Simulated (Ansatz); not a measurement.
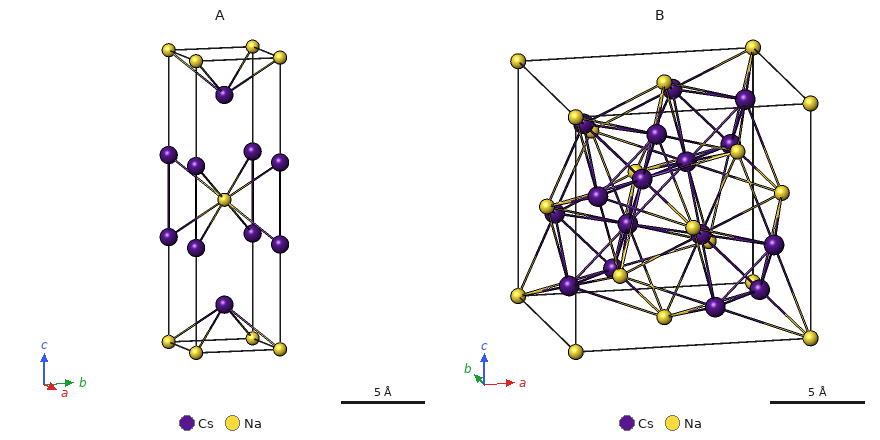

Two structures of Cs2Na, each relaxed to rest (conventional cells in solid outline, small ones repeated, not to one scale). Method: DFT PBE, scalar-relativistic, plane waves, PAW in Ansatz 0.2.0, without spin polarisation.

Question: Which two forms are compared?

Answer: A: 6 atoms a cell on a body-centred tetragonal lattice, I4/mmm. B: cubic Laves phase (C15, MgCu₂ type), Fd-3m.

Question: Which has the lower energy, and by how much?

Answer: A is lower, by 147 meV/atom at this level of theory (energies at zero smearing). Volumes: A 84.6, B 89.3 Å³/atom.

One or both may be structure types tried for this composition rather than known phases.
